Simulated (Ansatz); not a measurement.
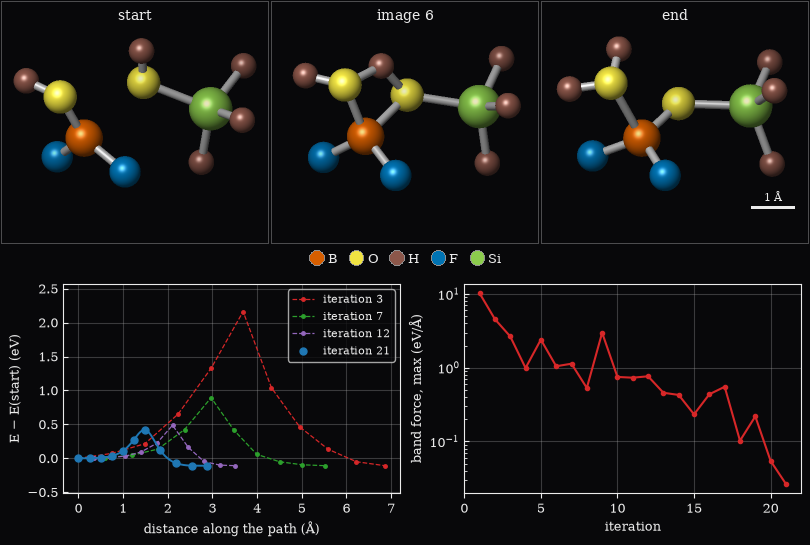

A nudged-elastic-band calculation for BSiH5O2F2. Images are numbered from 0 (start) to 10 (end). The plot follows the band through its iterations. Style: ball-and-stick. Shown at a tilt.

Level of theory: RKS PBE-D4/def2-SVP in Ansatz. Run with 9 movable images; climbing image; force threshold 0.03 eV/Å; iteration limit 60; starting path through a guess of the saddle point.

> Did the band converge, and can the barrier be trusted?

The result is final at these settings. The band converged in 21 iterations. The largest component of the band force went from 10 to 0.026 eV/Å. The climbing image converged on the top of the path. Its vibrational analysis gives one imaginary mode (1044i cm⁻¹), as a transition state must have. The first iteration put the highest image at 6.87 eV. Forward barrier 0.42 eV, backward barrier 0.53 eV, with image 6 at the top; the reaction energy is −0.11 eV.
